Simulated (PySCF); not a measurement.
**C6H11N3Si (SMILES C[Si](C)(C)c1nccnn1): density, localisation and related maps**

```yaml
atoms:
  - { symbol: C, position_ang: [-1.7915, -1.1723, -0.9088] }
  - { symbol: Si, position_ang: [-0.9239, 0.3482, -0.1532] }
  - { symbol: C, position_ang: [-1.9215, 1.0977, 1.2810] }
  - { symbol: C, position_ang: [-0.5411, 1.6378, -1.5046] }
  - { symbol: C, position_ang: [0.7597, -0.2473, 0.5217] }
  - { symbol: N, position_ang: [1.5999, -0.8267, -0.3477] }
  - { symbol: C, position_ang: [2.7588, -1.2240, 0.1321] }
  - { symbol: C, position_ang: [3.0582, -1.0395, 1.4834] }
  - { symbol: N, position_ang: [2.1846, -0.4589, 2.2848] }
  - { symbol: N, position_ang: [1.0408, -0.0626, 1.8025] }
  - { symbol: H, position_ang: [-1.1916, -1.6095, -1.7012] }
  - { symbol: H, position_ang: [-2.7552, -0.9039, -1.3304] }
  - { symbol: H, position_ang: [-1.9629, -1.9424, -0.1622] }
  - { symbol: H, position_ang: [-2.8261, 1.5782, 0.9208] }
  - { symbol: H, position_ang: [-2.2146, 0.3367, 1.9973] }
  - { symbol: H, position_ang: [-1.3380, 1.8387, 1.8183] }
  - { symbol: H, position_ang: [-0.0223, 2.4996, -1.0947] }
  - { symbol: H, position_ang: [0.0883, 1.2118, -2.2802] }
  - { symbol: H, position_ang: [-1.4519, 1.9958, -1.9745] }
  - { symbol: H, position_ang: [3.4503, -1.6894, -0.5602] }
  - { symbol: H, position_ang: [3.9911, -1.3510, 1.9299] }
```

Geometry: GFN2-xTB.

All numbers below come from PBE0/pcSseg-1, SCF density, gas phase, non-relativistic in PySCF 2.14.0.

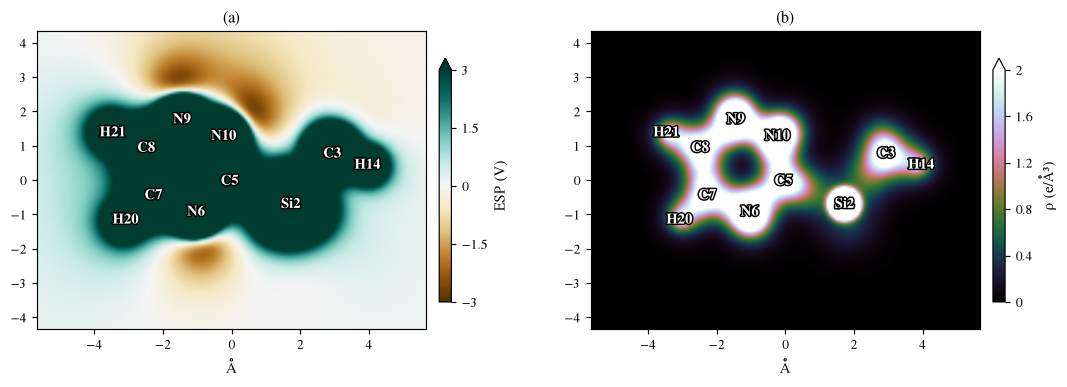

Figure 1. (a) electrostatic potential; (b) electron density on the plane of atoms N6, C7 and C8.

Question: What do the fields say about this system?

Answer: The plane passes through Si, C, N and H nuclei. N–N (1.30 Å): the density is about 2.7 e/Å³ at the midpoint. C–N (1.32 Å): ρ is about 2.6 e/Å³ halfway. C–C (1.40 Å): ρ is about 2.1 e/Å³ halfway. C–Si (1.90 Å): ρ is about 0.92 e/Å³ halfway. C–H (1.08 Å): the density is about 2.1 e/Å³ at the midpoint. Outside the dense part of the molecule the potential is most negative (−2.6 V) near N10.

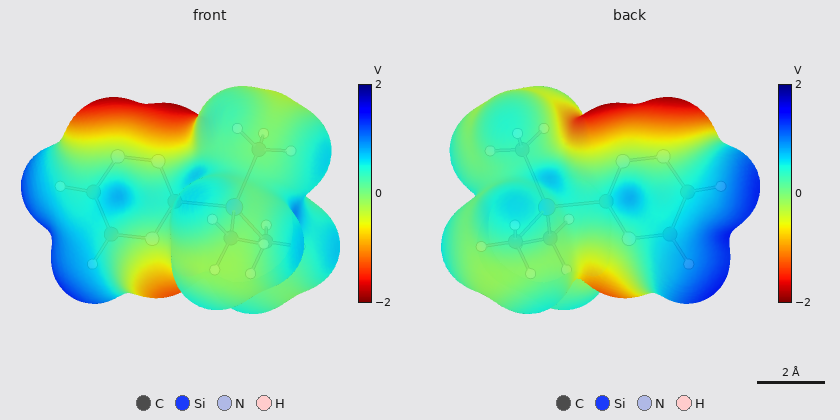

Figure 2. The molecular electrostatic potential painted on the density surface at 0.002 e/bohr³, seen from the front and from behind; the colour scale runs from red (negative) to blue (positive).

Question: Describe the electrostatic potential map.

Answer: The most negative region (about −1.8 V) lies over N9 and N10, the most positive (about +1.4 V) over C7, C8, H20 and H21.

Question: How polar is the molecule by this calculation?

Answer: Its dipole moment is 2.25 D.
